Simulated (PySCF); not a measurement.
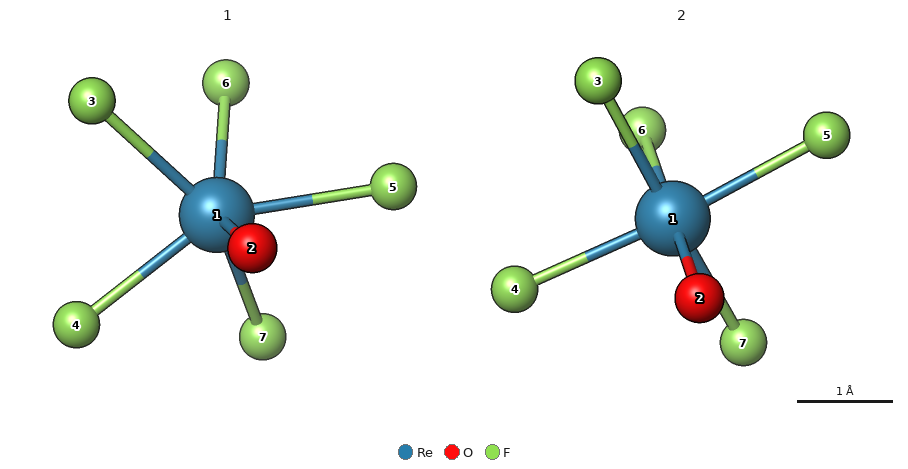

Two geometries of ReOF5, drawn at one scale. One is the start of a relaxation, the other its converged end. Style: ball-and-stick. Shown at a tilt.

These are results of RKS r2SCAN, Re def2-SVP with ECP60, O def2-SVP, F def2-SVP; non-relativistic Hamiltonian with scalar-relativistic core potentials; density fitting (PySCF 2.14.0), not measurements. 

**Which of the two is the end point?**

Structure 2 is the relaxed one. The start is a saddle point found before, displaced along its imaginary mode. The energy falls by 12.4 kcal/mol in 16 geometry steps. Largest force component: 0.49 eV/Å at the start, 0.0027 eV/Å at the end. F6 moves most after the best rigid fit: 0.71 Å. By element the largest moves are F 0.71 Å, O 0.55 Å, Re 0.05 Å. Among the contacts that change: Re1–F5 1.889 → 1.842 Å, Re1–F3 1.879 → 1.842 Å, Re1–F7 1.872 → 1.842 Å, Re1–F6 1.888 → 1.893 Å. Bond angles that change, for instance: F3–Re1–F5 127.8° → 89.6°, O2–Re1–F6 141.7° → 179.7°, F4–Re1–F6 118.8° → 85.7°.
